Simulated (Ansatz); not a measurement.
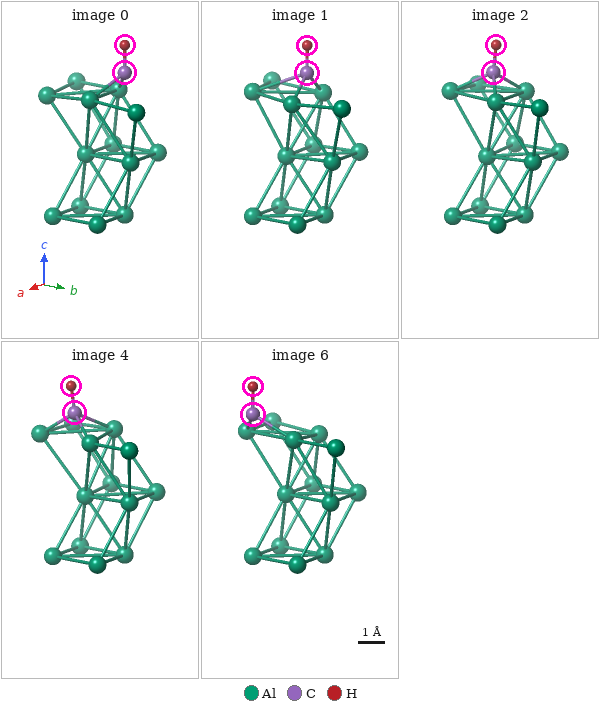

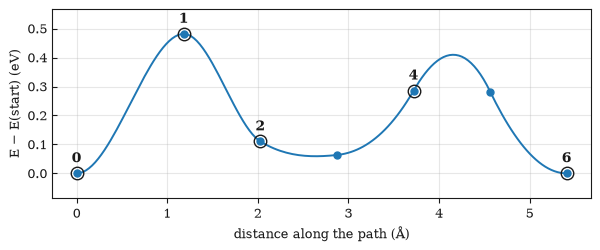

A nudged-elastic-band calculation for CH on Al(111) (14 atoms in the cell). Images are numbered from 0 (start) to 6 (end). The picture is a ball-and-stick view of the simulation cell, with the vacuum cut short (origin moved), seen slightly off an axis. The atoms that move most are ringed. Bonds to atoms that aren't drawn are left out.

Theory: DFT PBE, scalar-relativistic, plane waves, PAW in Ansatz 0.2.0.

Input file:
```yaml
crystal:
  lattice:
    - [5.727565, 0.0, 0.0]
    - [2.863782, 4.960217, 0.0]
    - [0.0, 0.0, 17.676537]
  atoms:
    - { symbol: Al, position: [0.1666667, 0.1666667, 0.0565722] }
    - { symbol: Al, position: [0.6666667, 0.1666667, 0.0565722] }
    - { symbol: Al, position: [0.1666667, 0.6666667, 0.0565722] }
    - { symbol: Al, position: [0.6666667, 0.6666667, 0.0565722] }
    - { symbol: Al, position: [-0.16647899, 0.33286903, 0.18806315] }
    - { symbol: Al, position: [0.33321507, 0.33333803, 0.18781861] }
    - { symbol: Al, position: [-0.16608563, 0.83399226, 0.18808363] }
    - { symbol: Al, position: [0.33275641, 0.83362189, 0.1880783] }
    - { symbol: Al, position: [0.0002938, 0.00046167, 0.31509373] }
    - { symbol: Al, position: [0.49097682, 0.01876611, 0.32472225] }
    - { symbol: Al, position: [0.01865174, 0.49109954, 0.32472996] }
    - { symbol: Al, position: [0.49089379, 0.49107215, 0.32480147] }
    - { symbol: C, position: [0.66679241, 0.66691928, 0.37736768] }
    - { symbol: H, position: [0.66731148, 0.66735165, 0.43960508] }
basis:
  ecutwfc: 420.0
kpoints:
  mp_grid: { grid: [3, 3, 1] }
hamiltonian:
  xc: pbe
scf:
  occupations: { method: fermi_dirac, width: 0.15 }
  lower_state_search: "off"
neb:
  images: 5
  f_tol: 0.05
  initial_path: idpp
  max_iterations: 60
  constraints: [{ sites: [0, 1, 2, 3] }]
  final_atoms:
    - { symbol: Al, position: [0.1666667, 0.1666667, 0.0565722] }
    - { symbol: Al, position: [0.6666667, 0.1666667, 0.0565722] }
    - { symbol: Al, position: [0.1666667, 0.6666667, 0.0565722] }
    - { symbol: Al, position: [0.6666667, 0.6666667, 0.0565722] }
    - { symbol: Al, position: [-0.16724365, 0.33362192, 0.1880783] }
    - { symbol: Al, position: [0.33391431, 0.33399229, 0.18808363] }
    - { symbol: Al, position: [-0.16678499, 0.83333806, 0.18781861] }
    - { symbol: Al, position: [0.33352095, 0.83286906, 0.18806315] }
    - { symbol: Al, position: [-0.00910627, -0.00892782, 0.32480147] }
    - { symbol: Al, position: [0.51865168, -0.00890043, 0.32472996] }
    - { symbol: Al, position: [-0.00902324, 0.51876614, 0.32472225] }
    - { symbol: Al, position: [0.50029374, 0.5004617, 0.31509373] }
    - { symbol: C, position: [1.16679235, 0.16691931, 0.37736768] }
    - { symbol: H, position: [1.16731142, 0.16735168, 0.43960508] }
  order_check: true
```

Launched with:
```bash
ansatz run input.yaml --threads 1 --pin off --max-ram 3072MiB --backend cpu --events-out ev --progress --plain --runs-dir out
```

### What happens along the path, and what is the barrier?

The path has more than one stage, and so few images may leave a stage unresolved. The C atom travels furthest, 2.86 Å from end to end, on a path that bends up to 0.79 Å away from the straight line. It doesn't move alone: H (2.86 Å) moves with it. The two ends have the same energy, and the highest point, image 1, lies 0.48 eV above the start. The profile has 2 maxima (images 1, 4) with a dip at image 3 (+0.06 eV), so the process runs in steps. The band converged in 20 iterations. The climbing image converged on the top of the path. A check of its curvatures didn't confirm a first-order saddle.

Limits of the set-up: the periodic images lie only 5.7 Å apart, so the values are limited by the cell's size.
